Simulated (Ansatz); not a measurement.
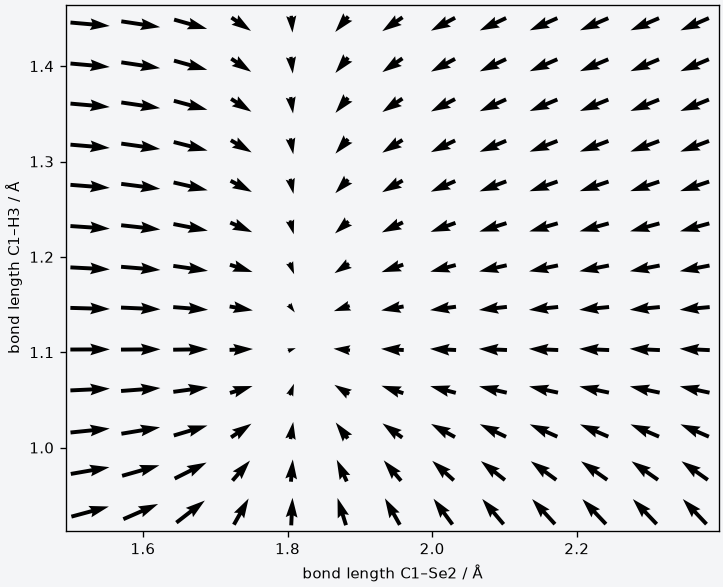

CHSe, SMILES [CH-]=[Se], charge −1. The first coordinate is: bond length C1–Se2; the second: bond length C1–H3. Nothing is relaxed (all other coordinates rigid). The grid has 13 × 13 points. Points are written as (first, second). Method: Ansatz, RKS wB97M-V/def2-TZVPD.

Drawn: arrows along the force (downhill), their lengths compressed.

### The arrows alone are given. Where is the energy lowest?

The arrows converge at about (1.818 Å, 1.111 Å) (read from the interpolated surface).

The energy map of the same scan:

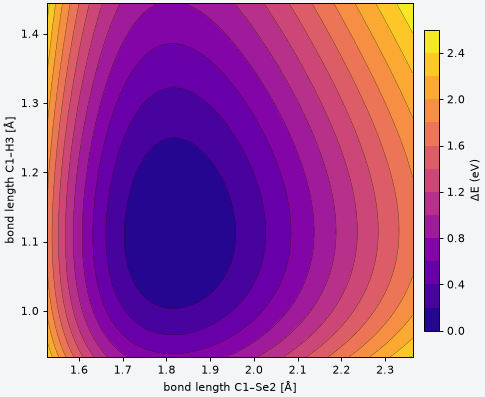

Energies are in eV, from the relaxed molecule at the same level; between grid points the surface is interpolated.
